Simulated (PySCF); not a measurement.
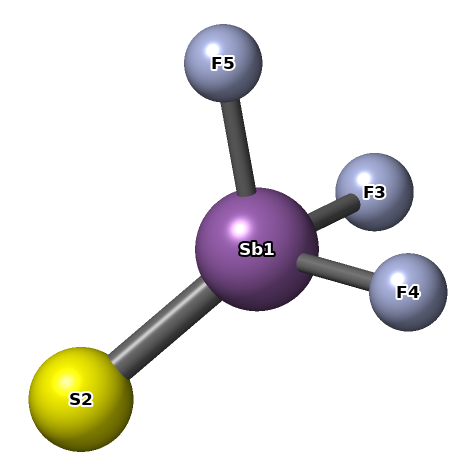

The thickness of each stick grows with its Mayer bond order. The computed structure is the end point of a PBE0/def2-SVP with core potentials optimisation. Method: PBE0/def2-SVP, core potentials on Sb (PySCF 2.14.0).

List the Mayer bond orders of Sb1–S2, Sb1–F3 (one bond of each equivalent set).

```json
{"bond": "Sb1–S2", "Mayer order": "1.73", "length (Å)": "2.195"}
{"bond": "Sb1–F3", "Mayer order": "0.89", "length (Å)": "1.898"}
```
